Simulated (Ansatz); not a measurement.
**F3HSi: molecular dynamics, part 1 of 2**

Purpose: to let a guess near a reaction's saddle point go and see which way it falls. Runs: 150 steps of 0.5 fs at constant energy, with velocities drawn for 600 K; 150 steps of 0.5 fs at constant energy, with velocities drawn for 100 K. Reaction type: carbenoid-insertion.

Program: Ansatz 0.2.0. Level of theory: UKS PBE0-D4/def2-SVP. These are calculated values, not measurements.

## (1) The structure to begin with

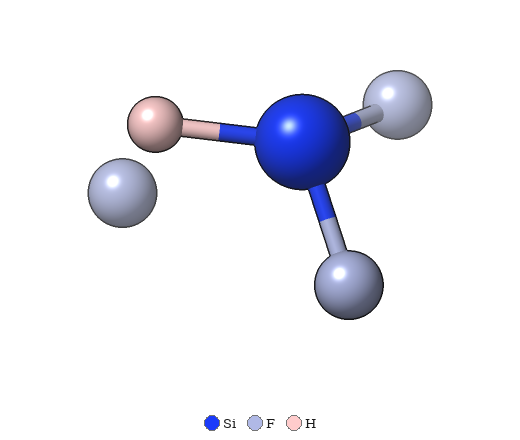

The starting structure, seen from a chosen angle (silicon blue, fluorine light blue, hydrogen pink).

Structure file:

```xyz
5

Si    0.2158   -0.5258    0.2094
F     1.4967   -0.5331   -0.7435
F    -0.8240   -1.0197   -0.8896
H    -0.3101    0.6196    1.1271
F    -0.5784    1.4590    0.2966
```

## (2) Run 1

150 steps of 0.5 fs at constant energy, with velocities drawn for 600 K.

Contents of input.yaml:

```yaml
crystal:
  periodic: [false, false, false]
  atoms:
    - { symbol: Si, position_ang: [0.2158, -0.5258, 0.2094] }
    - { symbol: F, position_ang: [1.4967, -0.5331, -0.7435] }
    - { symbol: F, position_ang: [-0.824, -1.0197, -0.8896] }
    - { symbol: H, position_ang: [-0.3101, 0.6196, 1.1271] }
    - { symbol: F, position_ang: [-0.5784, 1.459, 0.2966] }
magnetization:
  spin_polarized: true
basis:
  gaussian: { orbitals: def2-SVP }
hamiltonian:
  xc: pbe0
  dispersion: d4
md:
  timestep: 0.5
  n_steps: 150
  ensemble: nve
  temperature: 600.0
  initial_velocities: maxwell_boltzmann
  seed: 428192
```

Started as:

```bash
$ ansatz run input.yaml --threads 1 --pin off --max-ram 2048MiB --backend cpu --events-out ev --progress --plain --runs-dir out
```

What it wrote (excerpt; [...] marks lines left out):

```text
Warning: RAYON_NUM_THREADS=1 ignored (pool sized by the plan → 1); use --threads N
[...]
Functional definition: PBE0
[...]
646 factors; integrals over basis functions are off by at most 3.7e-4 eV
[...]
mean field -16025.38249633 eV, -588.9219443456 hartree, gradient 6.6e-6 eV, S^2 0.000000; 0 other end points of the search recorded, 0 dependent functions left out
[...]
reference -16025.38251491 eV, -588.9219450285 hartree; 21, 21 occupied and 44, 44 virtual orbitals, 646 factors
md step     0: t =     0.00 fs  T =   600.0 K  F+E_penalty+E_count = -16025.43975896 eV  E_kin = 0.232668 eV  conserved = -16025.20709097 eV  (30 SCF iters)
[...]
md step    18: t =     9.00 fs  T =  2664.3 K  F+E_penalty+E_count = -16026.24772675 eV  E_kin = 1.033160 eV  conserved = -16025.21456640 eV  (27 SCF iters, 3 dispersion substeps)
[...]
md step    36: t =    18.00 fs  T =  3056.7 K  F+E_penalty+E_count = -16026.40060474 eV  E_kin = 1.185331 eV  conserved = -16025.21527375 eV  (31 SCF iters, 3 dispersion substeps)
[...]
md step    54: t =    27.00 fs  T =  2888.4 K  F+E_penalty+E_count = -16026.33464705 eV  E_kin = 1.120071 eV  conserved = -16025.21457603 eV  (31 SCF iters, 3 dispersion substeps)
[...]
md step    71: t =    35.50 fs  T =  3451.4 K  F+E_penalty+E_count = -16026.55393062 eV  E_kin = 1.338374 eV  conserved = -16025.21555708 eV  (28 SCF iters, 3 dispersion substeps)
md step    72: t =    36.00 fs  T =  3293.3 K  F+E_penalty+E_count = -16026.48984512 eV  E_kin = 1.277085 eV  conserved = -16025.21276036 eV  (28 SCF iters, 3 dispersion substeps)
```

## (3) The log goes on: dynamics from the start

Output, continued (excerpt; [...] marks lines left out):

```text
md step    73: t =    36.50 fs  T =  2992.9 K  F+E_penalty+E_count = -16026.37021725 eV  E_kin = 1.160578 eV  conserved = -16025.20963972 eV  (32 SCF iters, 3 dispersion substeps)
[...]
md step    92: t =    46.00 fs  T =  2096.9 K  F+E_penalty+E_count = -16026.01943661 eV  E_kin = 0.813138 eV  conserved = -16025.20629876 eV  (32 SCF iters, 3 dispersion substeps)
[...]
md step   111: t =    55.50 fs  T =  1620.6 K  F+E_penalty+E_count = -16025.83353514 eV  E_kin = 0.628418 eV  conserved = -16025.20511752 eV  (32 SCF iters, 3 dispersion substeps)
[...]
md step   130: t =    65.00 fs  T =  1979.3 K  F+E_penalty+E_count = -16025.97457205 eV  E_kin = 0.767515 eV  conserved = -16025.20705724 eV  (33 SCF iters, 3 dispersion substeps)
[...]
md step   149: t =    74.50 fs  T =  2866.5 K  F+E_penalty+E_count = -16026.32506007 eV  E_kin = 1.111585 eV  conserved = -16025.21347515 eV  (32 SCF iters, 3 dispersion substeps)
[...]
md step   150: t =    75.00 fs  T =  2988.1 K  F+E_penalty+E_count = -16026.37529465 eV  E_kin = 1.158721 eV  conserved = -16025.21657393 eV  (28 SCF iters, 3 dispersion substeps)
Total energy: -16026.37531583 eV, -588.9584297892 hartree
Atom 0 at     0.465254    -1.241383     0.100407 Å, force    -1.543016     0.153138    -0.260555 eV/Å
Atom 1 at     1.575043    -0.396750    -0.686924 Å, force     0.502765     0.341078    -0.373143 eV/Å
Atom 2 at    -0.910786    -0.771761    -0.735761 Å, force     0.971714    -0.348607     0.645221 eV/Å
Atom 3 at    -1.705104     1.723098     0.410744 Å, force    -0.104638    -0.110727    -0.092607 eV/Å
Atom 4 at    -0.864706     2.073997     0.285315 Å, force     0.173175    -0.034882     0.081084 eV/Å
Dipole moment:    -0.251073    -0.272770     0.258702 e Å
```

It took 11 min on 1 thread of Arm Neoverse N1, shared host; peak memory 0.16 GiB.

## (4) Frames and traces

The trajectory, every 8 steps (energies from step 0):

```
time (fs)  T (K)  potential energy change (meV/atom)  total energy change (meV/atom)  Si1–H4 (Å)  Si1–F5 (Å)  H4–F5 (Å)
      0.0    600                                 0.0                            0.00        1.56        2.14       1.21
      4.0   1324                               -56.2                           -0.08        1.66        2.17       1.07
      8.0   2188                              -123.5                           -0.32        2.05        2.20       0.88
     12.0   1800                               -92.8                            0.28        2.51        2.25       1.09
     16.0   2674                              -160.3                            0.54        2.77        2.31       0.86
     20.0   1990                              -107.6                            0.20        3.25        2.36       1.06
     24.0   2776                              -170.3                           -1.49        3.30        2.45       0.89
     28.0   2389                              -139.0                           -0.28        3.54        2.52       1.02
     32.0   3193                              -202.6                           -1.53        3.48        2.62       0.95
     36.0   3293                              -210.0                           -1.13        3.35        2.72       0.98
     40.0   3052                              -190.8                           -0.66        3.16        2.82       1.01
     44.0   3172                              -201.2                           -1.68        2.78        2.92       0.92
     48.0   2136                              -119.2                            0.01        2.52        3.02       1.04
     52.0   2361                              -137.3                           -0.71        2.44        3.11       0.86
     56.0   1719                               -86.5                            0.29        2.30        3.22       1.05
     60.0   1974                              -106.0                            0.64        2.60        3.30       0.84
     64.0   1624                               -79.1                            0.37        2.70        3.40       1.06
     68.0   2073                              -113.0                            1.23        3.12        3.46       0.84
     72.0   1868                               -98.0                            0.35        3.47        3.53       1.06
     75.0   2988                              -187.1                           -1.90        3.69        3.58       0.92
```

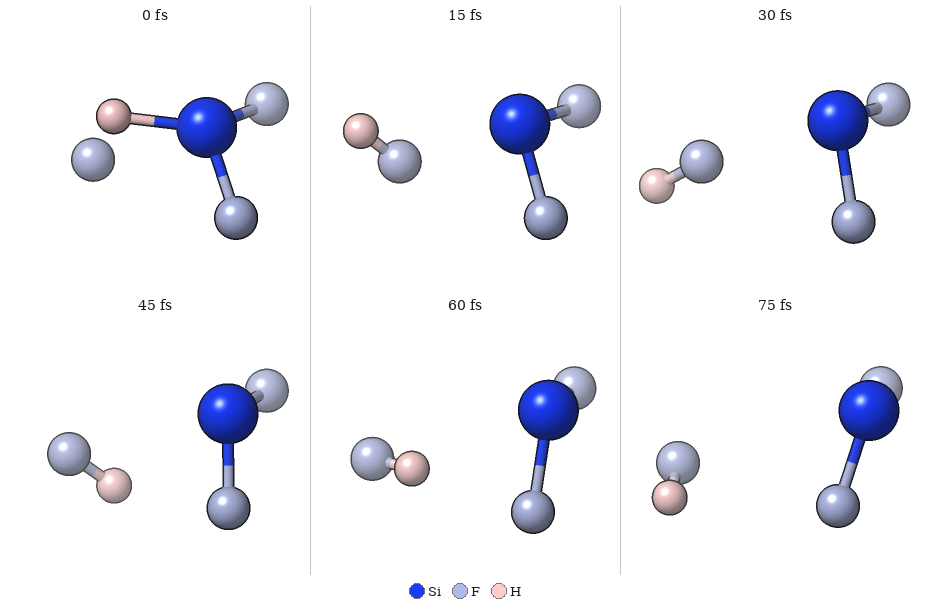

Six frames of the run, seen from a chosen angle. Sticks join atoms within a bonding distance in each frame.

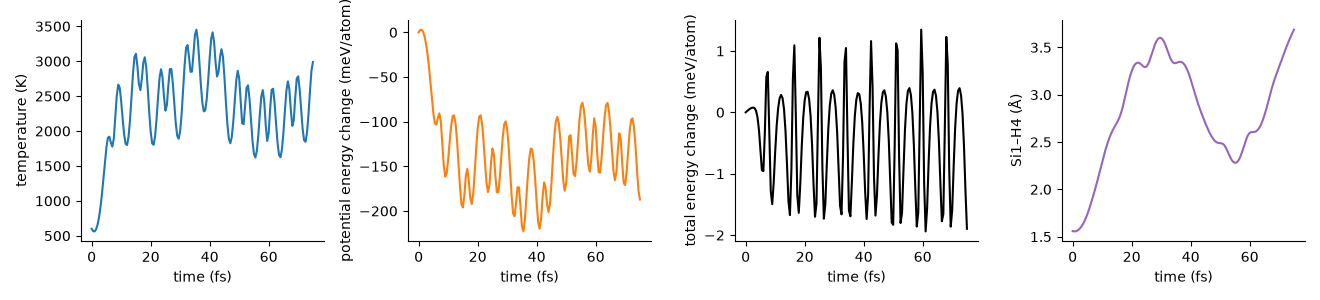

Time series of the run, each on its own scale.

Bonds that form or break, judged by distance (formed within 1.15 times the sum of covalent radii and held on average over 12 fs, broken when stretched by half; pairs already stretched at the start don't count as bonds):

```
time (fs)    bond   event
      5.5   H4–F5   forms
      9.0  Si1–H4  breaks
```

## (5) Snapshots as a file

Extended XYZ, with forces in eV/Å:

```xyz
5
time_fs=9.5 T=2621 dE=-0.7893
Si    0.217   -0.579    0.243    1.762   -0.322    0.710
F     1.492   -0.545   -0.787    0.384    0.387    0.495
F    -0.784   -0.987   -0.897   -2.049   -0.575   -1.203
H    -0.511    1.271    1.246   -0.282    0.639   -1.841
F    -0.605    1.482    0.292    0.185   -0.130    1.838
5
time_fs=19.0 T=2611 dE=-0.7826
Si    0.265   -0.649    0.282   -0.111   -0.687   -1.626
F     1.506   -0.541   -0.809    0.028    0.297    0.742
F    -0.823   -0.976   -0.943    0.093    0.229    1.087
H    -0.844    2.194    1.036    0.814   -2.468   -2.477
F    -0.632    1.521    0.312   -0.825    2.629    2.273
5
time_fs=28.0 T=2389 dE=-0.6951
Si    0.310   -0.733    0.278   -1.317   -0.318   -2.018
F     1.522   -0.524   -0.799    0.252    0.153    0.352
F    -0.863   -0.960   -0.948    1.005    0.185    1.667
H    -0.979    2.565    0.257    1.280   -3.926    0.312
F    -0.668    1.593    0.355   -1.219    3.906   -0.314
5
time_fs=37.5 T=2413 dE=-0.7019
Si    0.323   -0.832    0.222   -0.450   -0.030    0.451
F     1.550   -0.499   -0.776    0.447    0.234   -0.327
F    -0.867   -0.935   -0.889   -0.135    0.022   -0.078
H    -0.861    2.187   -0.545    0.671   -2.374    4.527
F    -0.718    1.710    0.399   -0.533    2.148   -4.574
5
time_fs=47.0 T=1825 dE=-0.4731
Si    0.329   -0.935    0.176    2.087   -0.285    1.886
F     1.593   -0.464   -0.762   -0.534    0.013    0.011
F    -0.880   -0.907   -0.833   -1.504    0.382   -1.649
H    -0.637    1.331   -0.535   -0.908    2.727    4.344
F    -0.769    1.845    0.396    0.859   -2.836   -4.592
5
time_fs=56.0 T=1719 dE=-0.4325
Si    0.381   -1.039    0.174    0.548    0.003   -0.621
F     1.615   -0.432   -0.748   -0.987   -0.403    0.442
F    -0.939   -0.867   -0.832    0.818    0.306    0.424
H    -0.719    0.970   -0.009   -0.995    4.616    1.247
F    -0.804    1.946    0.357    0.616   -4.521   -1.492
5
time_fs=65.5 T=2291 dE=-0.6579
Si    0.447   -1.147    0.156   -1.681    0.533   -1.337
F     1.600   -0.412   -0.718   -0.205   -0.114    0.012
F    -0.967   -0.815   -0.815    1.978   -0.208    1.483
H    -1.253    1.115    0.337    1.307    3.325   -0.365
F    -0.830    2.026    0.317   -1.398   -3.536    0.207
5
time_fs=75.0 T=2988 dE=-0.9355
Si    0.465   -1.241    0.100   -1.543    0.153   -0.261
F     1.575   -0.397   -0.687    0.503    0.341   -0.373
F    -0.911   -0.772   -0.736    0.972   -0.349    0.645
H    -1.705    1.723    0.411   -0.105   -0.111   -0.093
F    -0.865    2.074    0.285    0.173   -0.035    0.081
```

Reading of run 1. At the last frame the bonds meant to break are whole and the new ones absent: it fell back to the reactants' side (F2Si + FH). The temperature starts at 600 K and averages 2384 K in the second half, where it ranges from 1621 to 3413 K; the start was no minimum (force components up to 2.0 eV/Å), and the potential energy that it sheds (139 meV/atom) turns into motion, which in so few atoms is no thermal temperature. The total energy strays from its start by at most 1.94 meV/atom, 1.1 % of the mean kinetic energy, so a step of 0.5 fs is short enough over this time. Bonds change: the first event comes at 5.5 fs (H4–F5 forms). By that distance rule the pieces at the end are F2Si + FH; a long dative bond can count as broken.

(Continued in part 2 of 2.)
